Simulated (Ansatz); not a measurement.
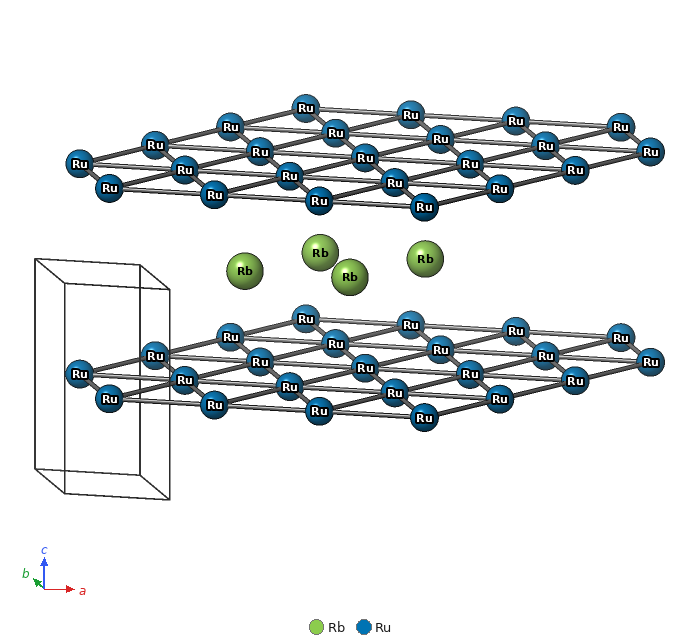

The compound is RbRu (space group P-6m2, No. 187), taken as the geometry relaxed with DFT PBE, scalar-relativistic, plane waves, PAW (Ansatz 0.2.0); the starting structure was generated, so it need not be a known form of this composition.

Bonds are taken as Ru–Ru below 3.3 Å; Rb is left out of the net, as the electropositive filling of the structure; no other contact counts. Atoms with one bond or none are removed and atoms with two bonds are replaced by edges, until no such atom is left.

> What kind of net remains, and which atoms are its nodes?

A uninodal 6-connected, two-periodic (layers) net: Ru is a 6-connected node.

> Name the underlying net.

It is the hxl net, known from the triangular lattice.

> How do the layers lie?

The layers lie parallel to (001).

> How many nodes does the smallest cycle have?

Three.

> Give the first four terms of the coordination sequence (nodes one, two, three … edges away).

Ru: 6, 12, 18, 24.
